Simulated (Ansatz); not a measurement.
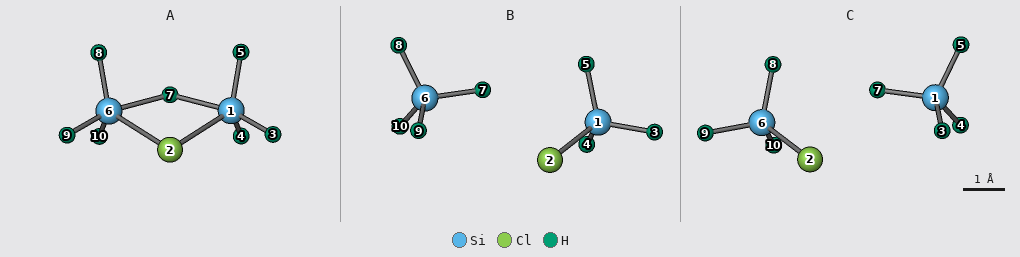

Three geometries of Si$_{2}$H$_{7}$Cl: a saddle point and the two relaxed ends that it joins, in shuffled order. The picture is a ball-and-stick view, seen from a free direction. Sticks join atoms that are closer than about 1.2 times the sum of their covalent radii (a little more with hydrogen).

Stationary points at PBE0-D4/def2-TZVP, single-point energies with wB97X-V, r2SCAN-D4, B3LYP-D4, CCSD(T)/CBS, BLYP-D4, PBE-QIDH (def2-TZVPP where no basis is named; Ansatz 0.2.0). The energies are electronic, without zero-point or thermal terms, and both ends are the relaxed geometries reached downhill from the saddle, with any fragments still in contact. CCSD(T)/CBS stands for a frozen-core estimate: MP2 correlation extrapolated from def2-TZVPP and def2-QZVPP, CCSD(T) minus MP2 from the smaller set.

Identify the saddle point and describe the reaction.

Frame A is the saddle point. From B over the saddle to C, bonds form: Si1–H7 (3.22 → 1.69 → 1.49 Å), Cl2–Si6 (4.17 → 2.31 → 2.05 Å). Bonds break: Si1–Cl2 (2.05 → 2.31 → 4.16 Å), Si6–H7 (1.49 → 1.69 → 3.22 Å). The saddle has one imaginary mode, 393i cm⁻¹. The end B keeps a soft imaginary mode of 54i cm⁻¹, so it isn't quite a minimum. The end C keeps a soft imaginary mode of 56i cm⁻¹, so it isn't quite a minimum. With wB97X-V the barrier is 199.8 kJ/mol from B and 199.8 kJ/mol from C, and C lies 0.0 kJ/mol below B.

| level | barrier from B (kJ/mol) | barrier from C (kJ/mol) | C less B (kJ/mol) |
| --- | --- | --- | --- |
| wB97X-V | 199.8 | 199.8 | 0.0 |
| r2SCAN-D4 | 176.7 | 176.7 | 0.0 |
| B3LYP-D4 | 193.8 | 193.8 | 0.0 |
| CCSD(T)/CBS | 197.6 | 197.6 | 0.0 |
| BLYP-D4 | 182.7 | 182.7 | 0.0 |
| PBE-QIDH | 192.5 | 192.5 | 0.0 |

Against CCSD(T)/CBS, wB97X-V comes closest on the barrier from B (+2.2 kJ/mol) and r2SCAN-D4 misses most (−20.9 kJ/mol).

Limits of the set-up: the start holds two separate molecules, 2.9 Å apart at their closest, whose relative position is a soft coordinate.
